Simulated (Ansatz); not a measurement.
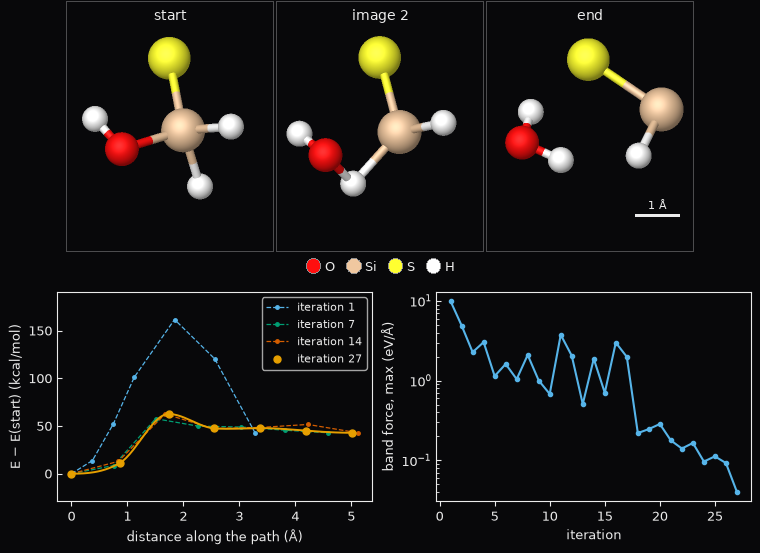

NEB run on SiH$_{3}$SO (charge −1). Images are numbered from 0 (start) to 6 (end). The plot follows the band through its iterations. A ball-and-stick model, seen from a free direction.

These are results of RKS PBE/def2-SVP in Ansatz, not measurements.

The input:
```yaml
crystal:
  periodic: [false, false, false]
  atoms:
    - { symbol: O, position_ang: [-0.361152, -1.337141, -0.030037] }
    - { symbol: Si, position_ang: [0.25288, 0.274139, 0.144628] }
    - { symbol: S, position_ang: [-0.836094, 1.619664, -0.953007] }
    - { symbol: H, position_ang: [-1.110354, -1.180728, -0.639896] }
    - { symbol: H, position_ang: [1.748588, 0.138079, -0.189191] }
    - { symbol: H, position_ang: [0.306121, 0.485996, 1.667503] }
total_charge: -1
basis:
  gaussian: { orbitals: def2-SVP }
hamiltonian:
  xc: pbe
neb:
  order_check: false
  images: 5
  f_tol: 0.05
  max_iterations: 60
  final_atoms:
    - { symbol: O, position_ang: [0.0740688, -1.68734382, -0.41775103] }
    - { symbol: Si, position_ang: [0.10291478, 1.92789088, 0.6817799] }
    - { symbol: S, position_ang: [-1.14146346, 1.31082961, -0.85751775] }
    - { symbol: H, position_ang: [-0.44992808, -0.91502248, -0.7613988] }
    - { symbol: H, position_ang: [0.56927466, -1.19321775, 0.27002657] }
    - { symbol: H, position_ang: [0.84512231, 0.55687256, 1.08486111] }
  initial_path:
    images:
      - { positions_ang: [[-0.361152, -1.337141, -0.030037], [0.25288, 0.274139, 0.144628], [-0.836094, 1.619664, -0.953007], [-1.110354, -1.180728, -0.639896], [1.748588, 0.138079, -0.189191], [0.306121, 0.485996, 1.667503]] }
      - { positions_ang: [[-0.24335603, -1.26523961, -0.06309378], [0.27856444, 0.35041906, 0.13258865], [-0.88020924, 1.66206682, -0.91468423], [-1.00514989, -1.20515294, -0.64299526], [1.5307412, -0.07259504, -0.151105], [0.31939852, 0.5305107, 1.63928962]] }
      - { positions_ang: [[-0.12556006, -1.19333823, -0.09615055], [0.30424888, 0.42669912, 0.12054929], [-0.92432447, 1.70446964, -0.87636146], [-0.89994579, -1.22957787, -0.64609452], [1.31289439, -0.28326907, -0.113019], [0.33267605, 0.57502541, 1.61107624]] }
      - { positions_ang: [[-0.00776409, -1.12143684, -0.12920733], [0.32993332, 0.50297918, 0.10850994], [-0.96843971, 1.74687246, -0.83803868], [-0.79474168, -1.25400281, -0.64919378], [1.09504759, -0.49394311, -0.074933], [0.34595357, 0.61954011, 1.58286285]] }
      - { positions_ang: [[0.01951354, -1.3100725, -0.22538856], [0.25426047, 0.97794975, 0.29959993], [-1.02611429, 1.60152484, -0.8445317], [-0.67980382, -1.14100937, -0.68659545], [0.91978995, -0.72703465, 0.04005352], [0.51234315, 0.59865093, 1.41686227]] }
      - { positions_ang: [[0.04679117, -1.49870816, -0.3215698], [0.17858762, 1.45292031, 0.49068991], [-1.08378888, 1.45617723, -0.85102473], [-0.56486595, -1.02801592, -0.72399713], [0.7445323, -0.9601262, 0.15504004], [0.67873273, 0.57776175, 1.25086169]] }
      - { positions_ang: [[0.0740688, -1.68734382, -0.41775103], [0.10291478, 1.92789088, 0.6817799], [-1.14146346, 1.31082961, -0.85751775], [-0.44992808, -0.91502248, -0.7613988], [0.56927466, -1.19321775, 0.27002657], [0.84512231, 0.55687256, 1.08486111]] }
```

Command:
```bash
ansatz run input.yaml --threads 1 --pin off --max-ram 2048MiB --backend cpu --events-out ev --progress --plain --runs-dir out
```

### Judge this run.

The run is converged, with reservations. The band converged in 27 iterations. The largest component of the band force went from 9.9 to 0.04 eV/Å. The climbing image converged on the top of the path. Its vibrational analysis gives one imaginary mode (1119i cm⁻¹), as a transition state must have. The first iteration put the highest image at 161.8 kcal/mol. The energy climbs by 62.7 kcal/mol to image 2 and then falls by 19.7 kcal/mol, so the end point sits at +42.9 kcal/mol.

Limits of the set-up: the basis has no diffuse functions, which an anion needs.

Cost: 2.2 min on 1 thread of AMD EPYC 7R43 64-Core Processor (Zen 3) (shared host), peak memory 0.13 GiB.
